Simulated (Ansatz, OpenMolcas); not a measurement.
C3H9Sb (SMILES C[Sb](C)C): the energy, rung by rung

The species is C3H9Sb (13 atoms), meant as a singlet with charge 0. SMILES: `C[Sb](C)C`. The shape is that of a PBE0-D4/def2-TZVP optimisation.

```xyz
13

C    -0.6271    1.6136   -0.5968
Sb    0.6526   -0.0785   -0.9867
C     1.5480   -0.0747    0.9757
C    -0.8467   -1.5479   -0.4910
H    -0.0315    2.5271   -0.5727
H    -1.1334    1.4861    0.3612
H    -1.3703    1.7029   -1.3901
H     0.7729    0.0022    1.7397
H     2.1124   -0.9961    1.1241
H     2.2309    0.7709    1.0663
H    -0.3828   -2.5311   -0.4027
H    -1.5983   -1.5868   -1.2805
H    -1.3268   -1.2877    0.4535
```

Each level gives the energy change with the Sb2–C4 bond stretched from 2.157 to 2.481 Å (eV). The values are calculated.

```
                                           level                    kind     program  value (eV)  CPU time (all runs)
    SVWN5/def2-SVP (core potential) (restricted)                     LDA  OpenMolcas        0.44                 99 s
   revPBE/def2-SVP (core potential) (restricted)                     GGA      Ansatz        0.27                 14 s
    M06-L/def2-SVP (core potential) (restricted)                meta-GGA  OpenMolcas        0.36              3.5 min
  r2SCAN0/def2-SVP (core potential) (restricted)         hybrid meta-GGA      Ansatz        0.45                 25 s
CAM-B3LYP/def2-SVP (core potential) (restricted)  range-separated hybrid      Ansatz        0.43                 18 s
    HSE06/def2-SVP (core potential) (restricted)  range-separated hybrid      Ansatz        0.41                 17 s
   B2PLYP/def2-SVP (core potential) (restricted)           double hybrid      Ansatz        0.38                 23 s
 PBE-QIDH/def2-SVP (core potential) (restricted)           double hybrid      Ansatz        0.49                 20 s
 RPA@PBE0/def2-SVP (core potential) (restricted)                     RPA      Ansatz        0.38                 32 s
      MP2/def2-SVP (core potential) (restricted)     perturbation theory  OpenMolcas        0.44                 45 s
```

The first shape isn't each level's own minimum. The values span 0.27 to 0.49 eV. In the correlated wave-function rows the outer d shell of Sb is correlated, in sets not made for it. CPU times are rough (shared hosts, several kinds of processor): they show what a rung costs within a factor of a few.

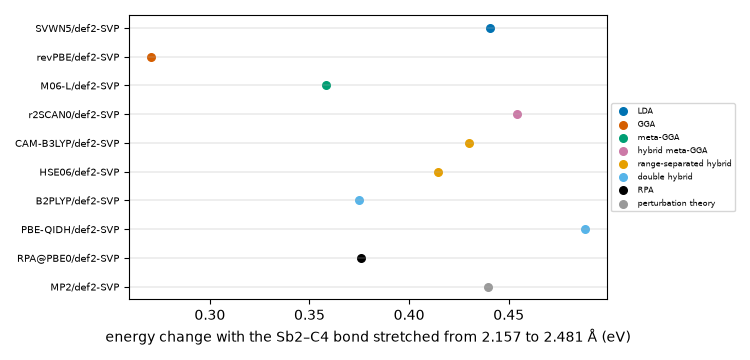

The values of the table, level by level.
